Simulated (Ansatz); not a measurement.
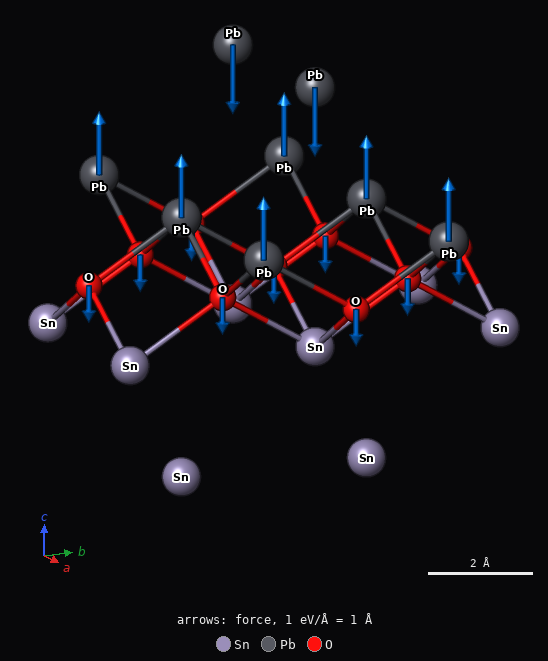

Starting geometry of crystalline SnPb₂O₃ (a generated structure, set up in P4/nmm) (coarse preliminary run) with the computed forces as blue arrows. A ball-and-stick model of the atoms within 5.0 Å of the atom that moves most (axes of the cell of the calculation), seen slightly off an axis.

All numbers below come from Ansatz 0.2.0, DFT PBE, scalar-relativistic, plane waves, PAW.

The input:
```yaml
crystal:
  lattice:
    - [3.90250789, 0.0, 0.0]
    - [0.0, 3.90250789, 0.0]
    - [0.0, 0.0, 15.39672495]
  atoms:
    - { symbol: Sn, position: [0.5, 0.0, 0.90865826] }
    - { symbol: Sn, position: [0.0, 0.5, 0.09134174] }
    - { symbol: Pb, position: [0.5, 0.0, 0.24199159] }
    - { symbol: Pb, position: [0.5, 0.0, 0.57532493] }
    - { symbol: Pb, position: [0.0, 0.5, 0.42467507] }
    - { symbol: Pb, position: [0.0, 0.5, 0.75800841] }
    - { symbol: O, position: [0.5, 0.5, 0.83333333] }
    - { symbol: O, position: [0.5, 0.5, 0.16666667] }
    - { symbol: O, position: [0.5, 0.5, 0.5] }
    - { symbol: O, position: [0.0, 0.0, 0.83333333] }
    - { symbol: O, position: [0.0, 0.0, 0.16666667] }
    - { symbol: O, position: [0.0, 0.0, 0.5] }
basis:
  ecutwfc: 420
kpoints:
  mp_grid: { grid: [4, 4, 1] }
hamiltonian:
  xc: pbe
scf:
  occupations: { method: gaussian, width: 0.1 }
  lower_state_search: "off"
output:
  forces: true
  stress: true
  eigenvalues: true
relax:
  adjacent_minimum: "off"
  f_tol: 0.04
  max_steps: 70
  cell: { stress_tol: 0.4 }
```

Command:
```bash
ansatz run input.yaml --threads 1 --pin off --max-ram 2560MiB --backend cpu --events-out ev --progress --plain --runs-dir out
```

Is this structure relaxed? If not, where do the atoms go?

Answer. It isn't relaxed: the largest force vector, on Pb atoms, is 1.39 eV/Å. The final displacements have little in common with the starting forces (cosine between the two patterns 0.09). The largest moves relative to the cell, 0.19 Å, are those of O7, O8, O10 and O11. O8 goes along −c. Largest moves by element: O 0.19 Å, Pb 0.18 Å, Sn 0.11 Å. The drawn cell changes as follows: a = b 3.903 → 3.987 Å (+2.2 %), c 15.397 → 15.979 Å (+3.8 %); the volume changes by +8.3 %. Some distances before and after: Pb3–O11 2.270 → 2.336 Å, Sn2–O11 2.270 → 2.284 Å. Bond angles that change, for instance: Sn2–O8–Sn2 118.5° → 121.5°, O8–Sn2–O8 118.5° → 121.5°. The space group stays P4/nmm (No. 129). After 4 accepted moves (5 points after the start) the energy has fallen by 34.6 meV per atom. The largest force component goes from 1.4 to 0.026 eV/Å. The pressure goes from 5.98 to 0.24 GPa. At 1 point the geometry stayed and the basis and grid were re-selected for the new cell (energy shift of 5.1 meV per atom at most each time).
